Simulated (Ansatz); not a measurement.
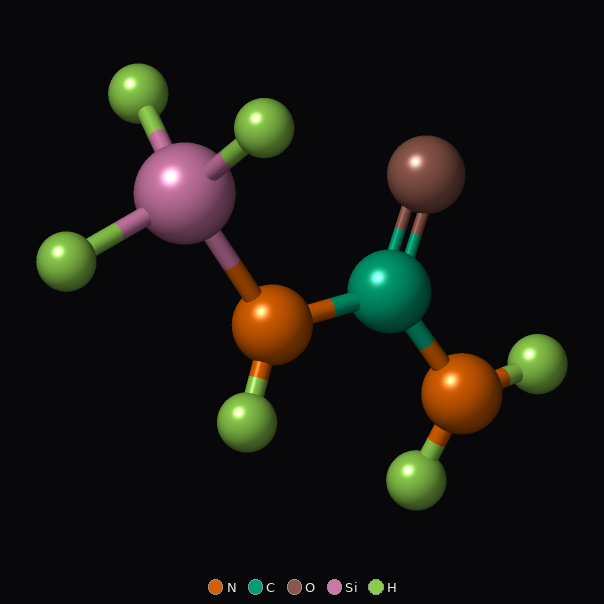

Simulated data, not a measurement (program: Ansatz).

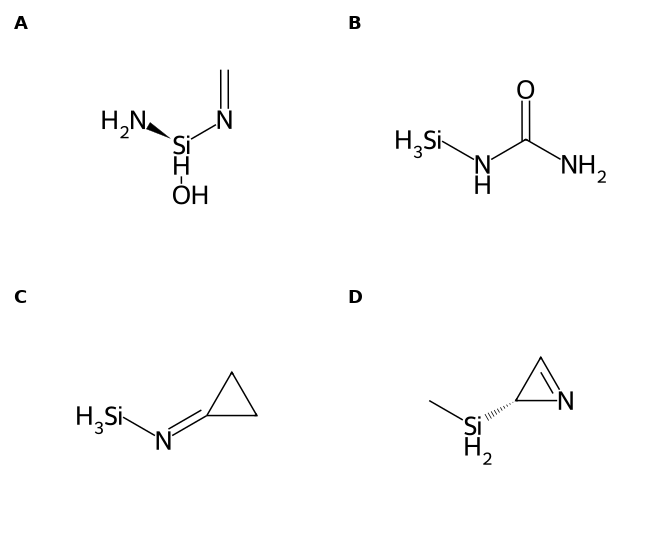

Question: The first picture shows one of the molecules drawn in the second. Which?

Answer: B, `NC(=O)N[SiH3]`.
